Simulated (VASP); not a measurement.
Energy against volume of Li$_{2}$O (antifluorite). These are PBE GGA with D4 dispersion, VASP's PBE PAW potentials (set 64) (plane waves; VASP 6.6.1) values and carry that method's errors.

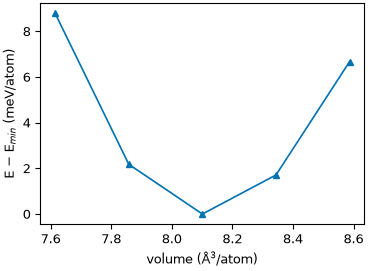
Figure: Energy against volume

### Question
Estimate the equilibrium volume and the bulk modulus.

### Answer
The minimum lies near 8.1 Å³/atom, and the curvature gives B0 of about 84 GPa.

The compound is Li2O in the antifluorite structure. It was relaxed first.
